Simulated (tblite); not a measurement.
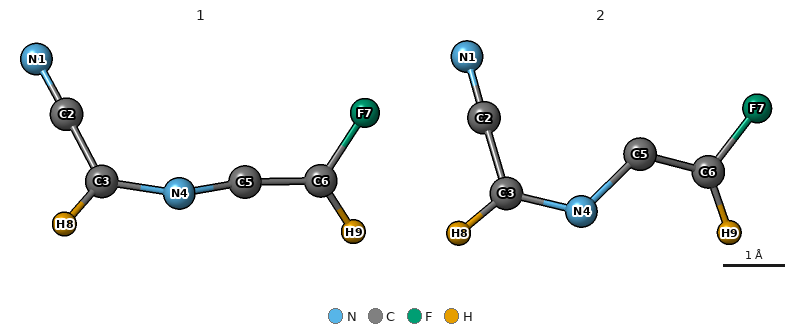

Two geometries of C4H2FN2 (multiplicity 2), drawn at one scale. One is the start of a relaxation, the other its converged end. Style: ball-and-stick. Shown at a tilt.

All numbers below come from tblite 0.8.0, GFN2-xTB geometry optimisation, gas phase. 

### Which geometry has the lower energy?

Structure 1 is the relaxed one. The largest move after the best rigid fit is that of C5, 0.52 Å. Largest moves by element: C 0.52 Å, N 0.51 Å, H 0.44 Å, F 0.40 Å. Near-neighbour distances that change, for instance: N4–C5 1.425 → 1.211 Å, C2–C3 1.452 → 1.388 Å, C6–F7 1.376 → 1.350 Å, C3–N4 1.293 → 1.306 Å. Among the angles between lasting bonds that change: N4–C5–C6 124.7° → 168.8°, C3–N4–C5 118.2° → 149.0°, N4–C3–H8 122.6° → 117.1°. Groups turn about C3–N4 by about 25°. After 63 geometry steps the energy has fallen by 1.165 eV.
